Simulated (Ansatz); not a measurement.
# Si2N2H8 (SMILES N[SiH2][SiH2]N) at SVWN5/6-31G(d) (spherical functions)

What is the vertical ionisation energy of Si2N2H8 at SVWN5/6-31G* (spherical functions)? 

The results are computed with Ansatz 0.2.0.

41 further runs of the same task are left out: 41 set aside as unsound or not needed. Runs told in other sessions of the task aren't counted.

**1. The molecule**

Si2N2H8 has 12 atoms, charge 0, and is taken as a singlet. SMILES: `N[SiH2][SiH2]N`. The shape is that of a PBE0-D4/def2-TZVP optimisation. This is one conformer, not always the lowest.

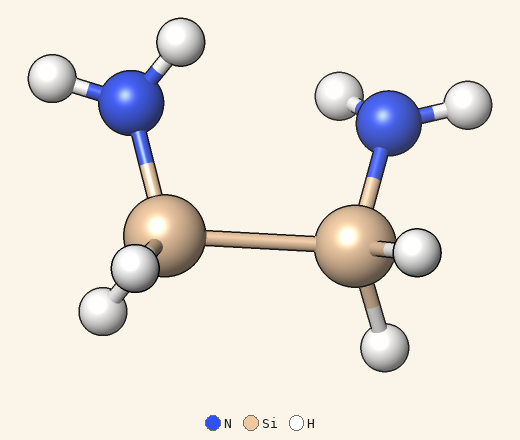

Viewed from a chosen angle; nitrogen blue, silicon light orange, hydrogen white.

**2. A single-point energy at SVWN5/6-31G(d) (spherical functions)**

The input, in.yaml:

```yaml
crystal:
  periodic: [false, false, false]
  atoms:
    - symbol: "N"
      position_ang: [-1.097900, 1.361200, -0.600700]
    - symbol: Si
      position_ang: [0.237500, 1.274800, 0.494900]
    - symbol: Si
      position_ang: [0.906400, -0.977600, 0.422600]
    - symbol: N
      position_ang: [-0.305600, -1.754400, -0.535700]
    - symbol: H
      position_ang: [-1.011200, 0.880200, -1.483000]
    - symbol: H
      position_ang: [-1.608700, 2.223300, -0.711100]
    - symbol: H
      position_ang: [1.390800, 2.179400, 0.189700]
    - symbol: H
      position_ang: [-0.252100, 1.681300, 1.841800]
    - symbol: H
      position_ang: [1.090200, -1.519500, 1.806200]
    - symbol: H
      position_ang: [2.216100, -1.161900, -0.262900]
    - symbol: H
      position_ang: [-1.268400, -1.510600, -0.360100]
    - symbol: H
      position_ang: [-0.219800, -2.731700, -0.767700]
basis:
  gaussian:
    orbitals: 6-31G_st_-spherical.json
total_charge: 0
hamiltonian:
  xc: {name: SVWN5}
accuracy: high
output:
  orbitals: {seedname: orbitals}
```

The basis set 6-31G* is read from a file made from the Basis Set Exchange's data (not shown).

Run with:

```bash
$ ansatz run in.yaml --threads 1 --pin off --max-ram 2610MiB --events-out events.jsonl --progress --plain --runs-dir runs
```

Output:

```text
Warning: RAYON_NUM_THREADS=1 ignored (pool sized by the plan → 1); use --threads N
Functional definition: SVWN5
  name "SVWN5"
  exchange = slater_x
  correlation = vwn5_c
1921 factors; integrals over basis functions are off by at most 3.9e-9 eV
mean field evaluation 1: about -18761.4710 eV, gradient 8.5e1 eV
mean field evaluation 2: about -18704.3249 eV, gradient 1.6e2 eV
mean field evaluation 4: about -18775.9730 eV, gradient 5.7e0 eV
mean field evaluation 8: about -18776.0923 eV, gradient 5.9e-2 eV
mean field evaluation 16: about -18776.0923 eV, gradient 4.0e-6 eV
mean field -18776.09230184 eV, -690.0086652001 hartree, gradient 4.9e-8 eV, S^2 0.000000; 0 other end points of the search recorded, 0 dependent functions left out
reference -18776.09230579 eV, -690.0086653452 hartree; 25, 25 occupied and 55, 55 virtual orbitals, 1921 factors
Total energy: -18776.09230579 eV, -690.0086653452 hartree
```

It took 3.3 s on 1 thread of Intel Xeon 6975P-C (Granite Rapids), shared host; peak memory 0.23 GiB.

**3. The doublet cation**

The input, run.yaml:

```yaml
crystal:
  periodic: [false, false, false]
  atoms:
    - {symbol: "N", position_ang: [-1.097900, 1.361200, -0.600700]}
    - {symbol: Si, position_ang: [0.237500, 1.274800, 0.494900]}
    - {symbol: Si, position_ang: [0.906400, -0.977600, 0.422600]}
    - {symbol: N, position_ang: [-0.305600, -1.754400, -0.535700]}
    - {symbol: H, position_ang: [-1.011200, 0.880200, -1.483000]}
    - {symbol: H, position_ang: [-1.608700, 2.223300, -0.711100]}
    - {symbol: H, position_ang: [1.390800, 2.179400, 0.189700]}
    - {symbol: H, position_ang: [-0.252100, 1.681300, 1.841800]}
    - {symbol: H, position_ang: [1.090200, -1.519500, 1.806200]}
    - {symbol: H, position_ang: [2.216100, -1.161900, -0.262900]}
    - {symbol: H, position_ang: [-1.268400, -1.510600, -0.360100]}
    - {symbol: H, position_ang: [-0.219800, -2.731700, -0.767700]}
basis:
  gaussian:
    orbitals: 6-31G_st_-spherical.json
output:
  orbitals: {seedname: orbitals}
magnetization:
  spin_polarized: true
  initial_magnetization: 1
accuracy: high
hamiltonian:
  xc: {name: SVWN5}
total_charge: 1
```

The basis set 6-31G* is read from a file made from the Basis Set Exchange's data (not shown).

Run with:

```bash
$ ansatz run run.yaml --threads 1 --pin off --max-ram 2610MiB --events-out events.jsonl --progress --plain --runs-dir runs
```

Output:

```text
Warning: RAYON_NUM_THREADS=1 ignored (pool sized by the plan → 1); use --threads N
Functional definition: SVWN5
  name "SVWN5"
  exchange = slater_x
  correlation = vwn5_c
1920 factors; integrals over basis functions are off by at most 3.9e-9 eV
mean field evaluation 1: about -18741.4760 eV, gradient 7.8e1 eV
mean field evaluation 2: about -18604.5069 eV, gradient 1.5e2 eV
mean field evaluation 4: about -18764.9932 eV, gradient 1.9e1 eV
mean field evaluation 8: about -18766.8309 eV, gradient 9.3e0 eV
mean field evaluation 16: about -18767.6629 eV, gradient 3.5e-3 eV
mean field evaluation 32: about -18767.4232 eV, gradient 2.1e-8 eV
mean field -18767.66286799 eV, -689.6988892200 hartree, gradient 4.6e-8 eV, S^2 0.751927; 2 other end points of the search recorded, 0 dependent functions left out
reference -18767.66287177 eV, -689.6988893588 hartree; 25, 24 occupied and 55, 56 virtual orbitals, 1920 factors
Total energy: -18767.66287177 eV, -689.6988893588 hartree
```

Run time: 5.4 s. Hardware: 1 thread of Intel Xeon 6975P-C (Granite Rapids), shared host; peak memory 0.28 GiB.

**4. Outcome**

At SVWN5/6-31G* (spherical functions):

| quantity | value |
| --- | --- |
| singlet Si2N2H8: total energy | -690.00867 Eh |
| singlet Si2N2H8: HOMO energy | -5.55 eV |
| singlet Si2N2H8: LUMO energy | -0.80 eV |
| singlet Si2N2H8: HOMO–LUMO gap | 4.75 eV |
| doublet cation: total energy | -689.69889 Eh |
| doublet cation: HOMO energy (highest over α and β) | -11.50 eV |
| doublet cation: LUMO energy (lowest over α and β) | -11.30 eV |
| doublet cation: ⟨S²⟩ | 0.752 |
| vertical ionisation energy (to the doublet cation) | 8.429 eV |

In words: Removing an electron at fixed nuclei costs 8.43 eV (813 kJ/mol). The negative HOMO energy of the first species, 5.55 eV, lies 2.88 eV below that difference.
